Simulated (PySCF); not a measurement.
## Geometry relaxation of C$_{3}$H$_{7}$Cl$_{2}$In (part 1 of 2)

- system: C$_{3}$H$_{7}$Cl$_{2}$In (InCl2(nPr)), SMILES CC[CH2][In]([Cl])[Cl]
- method: PBE0-D3(BJ)/def2-SVP geometry optimisation, gas phase (PySCF 2.14.0)

The run did not end well. It belongs to a series of runs on one base structure; here: one ligand: Cl to nPr.

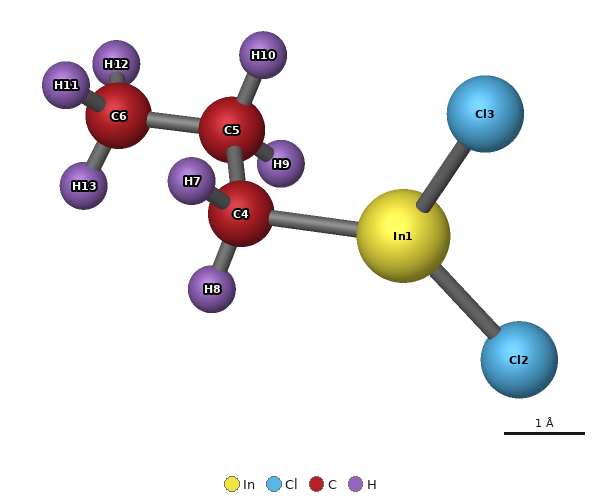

**Figure 1.** The starting structure (ball-and-stick view, seen at a tilt; atoms are numbered from 1 in the order of the input). Sticks mark near contacts.

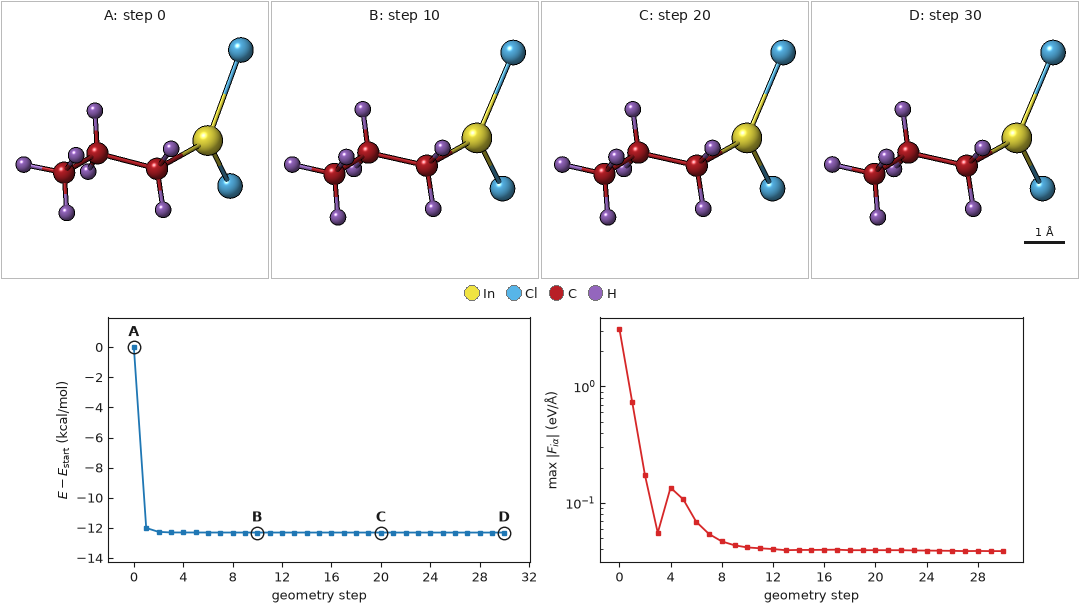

**Figure 2.** Frames of the relaxation (ball-and-stick view, seen at a tilt) above the curves, on which the letters mark them (steps are counted from 0).

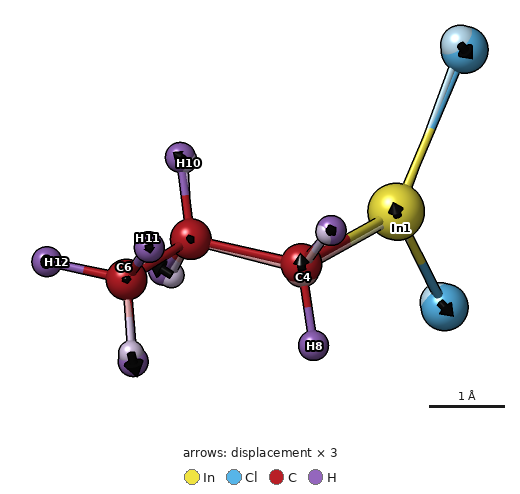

**Figure 3.** Start (faint) and end (solid) with the displacements as black arrows, magnified 3 times (ball-and-stick view, seen at a tilt). The two geometries are laid on each other by the best rigid fit. The relaxation stopped without meeting its thresholds, so the last structure isn't shown to be converged. The energy falls by 12.3 kcal/mol in 30 geometry steps. Largest force component: 3.1 eV/Å at the start, 0.039 eV/Å at the end. The largest moves after the best rigid fit, 0.13 Å, are those of H9 and H13. Largest moves by element: H 0.13 Å, Cl 0.10 Å, C 0.08 Å, In 0.08 Å. Among the contacts that change: In1–Cl2 2.249 → 2.351 Å, In1–Cl3 2.438 → 2.350 Å, C6–H13 1.029 → 1.102 Å, C4–H7 1.153 → 1.102 Å. Among the angles that change: C4–C5–H9 101.8° → 110.2°, H9–C5–H10 111.8° → 105.6°, C5–C4–H7 106.5° → 111.4°. (Atoms are counted from 1 in the order of the input.)

These pictures come from the run below.

### Input file
```
{"job": {"xc": "PBE0", "basis": "def2-SVP", "d3": "d3bj", "grid": 1, "maxiter": 30, "shake": 0.03, "kind": "geom"}, "charge": 0, "multiplicity": 1}
In     1.269050     1.967570     0.796370
Cl     3.505770     2.197250     0.763080
Cl     0.134190     4.122640     0.680900
C      0.175170     0.087020     0.758760
C     -0.232450    -0.369700    -0.684690
C     -1.003670    -1.657120    -0.662990
H     -0.807370     0.245960     1.341300
H      0.759210    -0.621290     1.269240
H      0.704060    -0.458070    -1.154630
H     -0.831520     0.408320    -1.128390
H     -1.962990    -1.574450    -0.100070
H     -1.184290    -1.978540    -1.656740
H     -0.494530    -2.421700    -0.199960
```

The first line tells a small driver script what to run in PySCF; the rest is the geometry in Å.

Command:
```bash
OMP_NUM_THREADS=1 python <driver script> task.json out
```

### Log
```
step   0  E = -1228.33859752  max force = 0.060996
step   1  E = -1228.35772602  max force = 0.014390
step   2  E = -1228.35813759  max force = 0.003374
step   3  E = -1228.35820153  max force = 0.001078
step   4  E = -1228.35820287  max force = 0.002637
step   5  E = -1228.35820492  max force = 0.002086
step   6  E = -1228.35820787  max force = 0.001347
step   7  E = -1228.35820838  max force = 0.001056
step   8  E = -1228.35820886  max force = 0.000912
step   9  E = -1228.35820922  max force = 0.000845
step  10  E = -1228.35820945  max force = 0.000809
step  11  E = -1228.35820958  max force = 0.000796
step  12  E = -1228.35820967  max force = 0.000783
step  13  E = -1228.35820976  max force = 0.000767
step  14  E = -1228.35820990  max force = 0.000770
step  15  E = -1228.35821003  max force = 0.000771
step  16  E = -1228.35821015  max force = 0.000771
step  17  E = -1228.35821027  max force = 0.000774
step  18  E = -1228.35821040  max force = 0.000767
step  19  E = -1228.35821053  max force = 0.000767
step  20  E = -1228.35821064  max force = 0.000766
step  21  E = -1228.35821076  max force = 0.000766
step  22  E = -1228.35821087  max force = 0.000767
step  23  E = -1228.35821098  max force = 0.000762
step  24  E = -1228.35821110  max force = 0.000760
step  25  E = -1228.35821120  max force = 0.000758
step  26  E = -1228.35821130  max force = 0.000756
step  27  E = -1228.35821140  max force = 0.000752
step  28  E = -1228.35821150  max force = 0.000755
step  29  E = -1228.35821160  max force = 0.000753
step  30  E = -1228.35821170  max force = 0.000752
optimisation not converged
```

### Trajectory as extended XYZ (Å, eV, eV/Å), 31 frames, from step=0 to step=30
```
13
Properties=species:S:1:pos:R:3:forces:R:3 step=0 energy=-33424.79574
In    1.2691    1.9676    0.7964   -2.2426   0.3422  -0.1122
Cl    3.5058    2.1972    0.7631    1.6370   0.1928   0.0002
Cl    0.1342    4.1226    0.6809    0.4406  -0.8012   0.0403
C     0.1752    0.0870    0.7588   -3.1365   1.6470  -0.7200
C    -0.2324   -0.3697   -0.6847   -0.1587   0.3743   2.7888
C    -1.0037   -1.6571   -0.6630   -1.5504   1.8816   0.2291
H    -0.8074    0.2460    1.3413    1.4198  -0.0894  -0.4201
H     0.7592   -0.6213    1.2692    1.0725  -1.3781   0.8588
H     0.7041   -0.4581   -1.1546    1.3421  -0.3513  -1.6153
H    -0.8315    0.4083   -1.1284   -0.2331   0.6112  -0.5761
H    -1.9630   -1.5744   -0.1001    0.2783   0.1702  -0.4374
H    -1.1843   -1.9785   -1.6567   -0.5798  -0.4636  -1.4113
H    -0.4945   -2.4217   -0.2000    1.7108  -2.1356   1.3754
13
Properties=species:S:1:pos:R:3:forces:R:3 step=1 energy=-33425.31625
In    1.2180    1.9650    0.7765    0.0439   0.0583  -0.0395
Cl    3.5548    2.2149    0.7687   -0.0010  -0.0136   0.0138
Cl    0.1406    4.0498    0.6666   -0.0002   0.0802  -0.0112
C     0.1330    0.1170    0.7631   -0.1684  -0.2161  -0.3549
C    -0.2265   -0.3538   -0.6654    0.2553   0.1285   0.7400
C    -1.0047   -1.6568   -0.6432   -0.0815  -0.0943  -0.0278
H    -0.7791    0.2922    1.3548    0.0098   0.0000   0.0394
H     0.7467   -0.6264    1.2944    0.0029  -0.0223  -0.0088
H     0.7028   -0.4893   -1.2421   -0.0525   0.0689  -0.1417
H    -0.8250    0.4319   -1.1507    0.0305  -0.0073  -0.1945
H    -1.9493   -1.5395   -0.0900   -0.0523  -0.0089  -0.0343
H    -1.2423   -1.9964   -1.6640   -0.0345   0.0005   0.0429
H    -0.4383   -2.4606   -0.1464    0.0480   0.0260  -0.0233
13
Properties=species:S:1:pos:R:3:forces:R:3 step=2 energy=-33425.32745
In    1.2231    1.9736    0.7604   -0.0280   0.0134  -0.0073
Cl    3.5630    2.2092    0.7667   -0.0197  -0.0212   0.0095
Cl    0.1716    4.0777    0.6488    0.0305  -0.0024  -0.0030
C     0.1266    0.1176    0.7606    0.0242  -0.0607  -0.0869
C    -0.2303   -0.3544   -0.6510    0.0306   0.0282   0.1735
C    -1.0093   -1.6620   -0.6326    0.0044  -0.0716  -0.0094
H    -0.7796    0.2951    1.3598   -0.0070   0.0144   0.0331
H     0.7431   -0.6268    1.2899    0.0001   0.0366  -0.0025
H     0.6894   -0.4867   -1.2464   -0.0325   0.0241  -0.0352
H    -0.8289    0.4211   -1.1575    0.0217  -0.0106  -0.0736
H    -1.9572   -1.5535   -0.0824   -0.0065   0.0062   0.0006
H    -1.2498   -2.0008   -1.6529    0.0022   0.0131   0.0284
H    -0.4310   -2.4623   -0.1411   -0.0200   0.0306  -0.0271
13
Properties=species:S:1:pos:R:3:forces:R:3 step=3 energy=-33425.32919
In    1.2281    1.9737    0.7484   -0.0239   0.0193   0.0041
Cl    3.5694    2.1818    0.7712    0.0011  -0.0181   0.0074
Cl    0.2100    4.0926    0.6392    0.0250   0.0041   0.0044
C     0.1231    0.1240    0.7566    0.0297   0.0010   0.0103
C    -0.2386   -0.3532   -0.6464   -0.0506  -0.0350  -0.0555
C    -1.0141   -1.6650   -0.6245    0.0154  -0.0142   0.0045
H    -0.7772    0.3072    1.3645    0.0028   0.0004  -0.0019
H     0.7437   -0.6158    1.2867    0.0010   0.0166  -0.0029
H     0.6733   -0.4846   -1.2541    0.0066   0.0025   0.0165
H    -0.8387    0.4134   -1.1667    0.0062   0.0008   0.0111
H    -1.9609   -1.5603   -0.0713    0.0048   0.0045   0.0093
H    -1.2583   -2.0033   -1.6433    0.0018   0.0075   0.0005
H    -0.4291   -2.4625   -0.1381   -0.0199   0.0105  -0.0078
13
Properties=species:S:1:pos:R:3:forces:R:3 step=4 energy=-33425.32923
In    1.2398    1.9724    0.7416   -0.0362   0.0082   0.0084
Cl    3.5832    2.1418    0.7870    0.0155  -0.0162   0.0047
Cl    0.2682    4.1130    0.6479    0.0278  -0.0091   0.0142
C     0.1190    0.1307    0.7477    0.0285   0.0436   0.0346
C    -0.2507   -0.3522   -0.6494   -0.0562  -0.0493  -0.1356
C    -1.0236   -1.6663   -0.6195    0.0111   0.0337   0.0064
H    -0.7762    0.3192    1.3618    0.0004  -0.0021  -0.0130
H     0.7410   -0.6075    1.2775    0.0054  -0.0029   0.0025
H     0.6565   -0.4837   -1.2642    0.0197  -0.0105   0.0322
H    -0.8521    0.4099   -1.1753   -0.0085   0.0053   0.0471
H    -1.9664   -1.5624   -0.0594    0.0046   0.0032   0.0070
H    -1.2744   -2.0055   -1.6359   -0.0045   0.0027  -0.0143
H    -0.4335   -2.4615   -0.1375   -0.0074  -0.0065   0.0058
13
Properties=species:S:1:pos:R:3:forces:R:3 step=5 energy=-33425.32928
In    1.2439    1.9718    0.7441   -0.0325   0.0020  -0.0024
Cl    3.5882    2.1223    0.7967    0.0213  -0.0159   0.0047
Cl    0.2969    4.1230    0.6618    0.0245  -0.0154   0.0187
C     0.1176    0.1333    0.7419    0.0113   0.0461   0.0191
C    -0.2559   -0.3519   -0.6542   -0.0303  -0.0323  -0.1073
C    -1.0281   -1.6660   -0.6192    0.0017   0.0453   0.0028
H    -0.7766    0.3225    1.3572   -0.0001  -0.0042  -0.0101
H     0.7401   -0.6047    1.2709    0.0055  -0.0125   0.0078
H     0.6504   -0.4842   -1.2701    0.0181  -0.0107   0.0268
H    -0.8581    0.4098   -1.1795   -0.0135   0.0072   0.0431
H    -1.9689   -1.5610   -0.0559    0.0009   0.0029   0.0030
H    -1.2817   -2.0069   -1.6342   -0.0091   0.0012  -0.0166
H    -0.4370   -2.4601   -0.1375    0.0022  -0.0137   0.0102
13
Properties=species:S:1:pos:R:3:forces:R:3 step=6 energy=-33425.32936
In    1.2457    1.9707    0.7473   -0.0192  -0.0017  -0.0094
Cl    3.5911    2.1107    0.8030    0.0179  -0.0154   0.0047
Cl    0.3107    4.1265    0.6726    0.0210  -0.0138   0.0196
C     0.1171    0.1343    0.7387    0.0041   0.0311   0.0020
C    -0.2583   -0.3513   -0.6579   -0.0052  -0.0130  -0.0692
C    -1.0305   -1.6646   -0.6200   -0.0028   0.0287  -0.0025
H    -0.7771    0.3233    1.3538   -0.0019  -0.0049  -0.0045
H     0.7396   -0.6046    1.2668    0.0000  -0.0106   0.0077
H     0.6479   -0.4842   -1.2736    0.0138  -0.0080   0.0215
H    -0.8607    0.4110   -1.1814   -0.0163   0.0098   0.0326
H    -1.9701   -1.5586   -0.0549   -0.0019   0.0029   0.0015
H    -1.2859   -2.0069   -1.6343   -0.0090   0.0029  -0.0095
H    -0.4389   -2.4585   -0.1380   -0.0006  -0.0080   0.0055
13
Properties=species:S:1:pos:R:3:forces:R:3 step=7 energy=-33425.32938
In    1.2474    1.9693    0.7491   -0.0114  -0.0038  -0.0114
Cl    3.5934    2.1029    0.8063    0.0153  -0.0149   0.0044
Cl    0.3190    4.1276    0.6790    0.0192  -0.0124   0.0195
C     0.1168    0.1346    0.7372    0.0020   0.0232  -0.0009
C    -0.2595   -0.3505   -0.6597    0.0041  -0.0048  -0.0543
C    -1.0322   -1.6632   -0.6208   -0.0034   0.0179  -0.0045
H    -0.7774    0.3236    1.3523   -0.0017  -0.0048  -0.0025
H     0.7389   -0.6052    1.2646   -0.0035  -0.0081   0.0067
H     0.6467   -0.4839   -1.2753    0.0108  -0.0066   0.0185
H    -0.8618    0.4125   -1.1820   -0.0165   0.0094   0.0276
H    -1.9712   -1.5566   -0.0548   -0.0028   0.0035   0.0009
H    -1.2888   -2.0059   -1.6348   -0.0082   0.0044  -0.0058
H    -0.4406   -2.4573   -0.1388   -0.0039  -0.0028   0.0018
13
Properties=species:S:1:pos:R:3:forces:R:3 step=8 energy=-33425.32939
In    1.2488    1.9679    0.7503   -0.0061  -0.0048  -0.0118
Cl    3.5953    2.0974    0.8082    0.0131  -0.0145   0.0041
Cl    0.3244    4.1277    0.6830    0.0181  -0.0111   0.0192
C     0.1166    0.1346    0.7364    0.0016   0.0185  -0.0009
C    -0.2602   -0.3498   -0.6607    0.0078  -0.0010  -0.0469
C    -1.0336   -1.6619   -0.6215   -0.0032   0.0111  -0.0052
H    -0.7775    0.3237    1.3516   -0.0017  -0.0044  -0.0015
H     0.7382   -0.6060    1.2634   -0.0054  -0.0066   0.0060
H     0.6460   -0.4835   -1.2762    0.0089  -0.0057   0.0163
H    -0.8623    0.4140   -1.1822   -0.0160   0.0087   0.0245
H    -1.9722   -1.5550   -0.0551   -0.0031   0.0040   0.0007
H    -1.2908   -2.0047   -1.6355   -0.0077   0.0053  -0.0040
H    -0.4421   -2.4564   -0.1397   -0.0063   0.0006  -0.0007
13
Properties=species:S:1:pos:R:3:forces:R:3 step=9 energy=-33425.32940
In    1.2499    1.9669    0.7510   -0.0031  -0.0055  -0.0116
Cl    3.5966    2.0938    0.8093    0.0119  -0.0143   0.0039
Cl    0.3277    4.1275    0.6855    0.0175  -0.0102   0.0189
C     0.1165    0.1345    0.7361    0.0014   0.0162   0.0001
C    -0.2606   -0.3493   -0.6612    0.0088   0.0005  -0.0434
C    -1.0345   -1.6610   -0.6221   -0.0030   0.0081  -0.0054
H    -0.7776    0.3237    1.3513   -0.0015  -0.0040  -0.0012
H     0.7377   -0.6067    1.2628   -0.0063  -0.0059   0.0055
H     0.6456   -0.4833   -1.2766    0.0078  -0.0052   0.0149
H    -0.8624    0.4151   -1.1821   -0.0154   0.0079   0.0229
H    -1.9729   -1.5538   -0.0554   -0.0032   0.0043   0.0006
H    -1.2921   -2.0036   -1.6360   -0.0074   0.0058  -0.0034
H    -0.4432   -2.4559   -0.1404   -0.0075   0.0021  -0.0019
13
Properties=species:S:1:pos:R:3:forces:R:3 step=10 energy=-33425.32941
In    1.2506    1.9662    0.7514   -0.0012  -0.0063  -0.0113
Cl    3.5974    2.0916    0.8098    0.0111  -0.0141   0.0037
Cl    0.3297    4.1273    0.6870    0.0170  -0.0093   0.0187
C     0.1164    0.1344    0.7359    0.0011   0.0150   0.0008
C    -0.2609   -0.3489   -0.6615    0.0090   0.0010  -0.0416
C    -1.0351   -1.6605   -0.6225   -0.0029   0.0070  -0.0054
H    -0.7776    0.3237    1.3511   -0.0012  -0.0038  -0.0013
H     0.7374   -0.6072    1.2625   -0.0067  -0.0054   0.0053
H     0.6454   -0.4831   -1.2768    0.0071  -0.0049   0.0141
H    -0.8625    0.4158   -1.1821   -0.0150   0.0074   0.0220
H    -1.9734   -1.5530   -0.0556   -0.0032   0.0045   0.0005
H    -1.2929   -2.0029   -1.6363   -0.0072   0.0061  -0.0032
H    -0.4439   -2.4555   -0.1408   -0.0079   0.0027  -0.0023
13
Properties=species:S:1:pos:R:3:forces:R:3 step=11 energy=-33425.32941
In    1.2510    1.9659    0.7517   -0.0008  -0.0059  -0.0112
Cl    3.5979    2.0904    0.8101    0.0110  -0.0141   0.0037
Cl    0.3308    4.1272    0.6877    0.0170  -0.0094   0.0186
C     0.1164    0.1343    0.7358    0.0010   0.0147   0.0011
C    -0.2610   -0.3487   -0.6616    0.0089   0.0012  -0.0409
C    -1.0354   -1.6601   -0.6227   -0.0029   0.0067  -0.0054
H    -0.7776    0.3237    1.3511   -0.0013  -0.0036  -0.0012
H     0.7372   -0.6074    1.2623   -0.0066  -0.0056   0.0053
H     0.6453   -0.4830   -1.2769    0.0069  -0.0047   0.0136
H    -0.8625    0.4162   -1.1820   -0.0147   0.0072   0.0215
H    -1.9737   -1.5526   -0.0558   -0.0033   0.0047   0.0005
H    -1.2934   -2.0025   -1.6365   -0.0072   0.0062  -0.0033
H    -0.4444   -2.4553   -0.1411   -0.0080   0.0027  -0.0024
13
Properties=species:S:1:pos:R:3:forces:R:3 step=12 energy=-33425.32941
In    1.2513    1.9655    0.7518   -0.0001  -0.0062  -0.0111
Cl    3.5983    2.0895    0.8104    0.0107  -0.0140   0.0036
Cl    0.3316    4.1270    0.6883    0.0169  -0.0091   0.0185
C     0.1164    0.1343    0.7358    0.0009   0.0143   0.0014
C    -0.2611   -0.3486   -0.6617    0.0088   0.0014  -0.0403
C    -1.0357   -1.6599   -0.6228   -0.0030   0.0065  -0.0054
H    -0.7776    0.3237    1.3511   -0.0012  -0.0035  -0.0012
H     0.7371   -0.6076    1.2622   -0.0067  -0.0055   0.0053
H     0.6452   -0.4829   -1.2769    0.0066  -0.0046   0.0133
H    -0.8625    0.4164   -1.1820   -0.0145   0.0070   0.0212
H    -1.9739   -1.5523   -0.0559   -0.0032   0.0048   0.0005
H    -1.2937   -2.0022   -1.6367   -0.0072   0.0062  -0.0033
H    -0.4447   -2.4552   -0.1413   -0.0080   0.0028  -0.0025
```
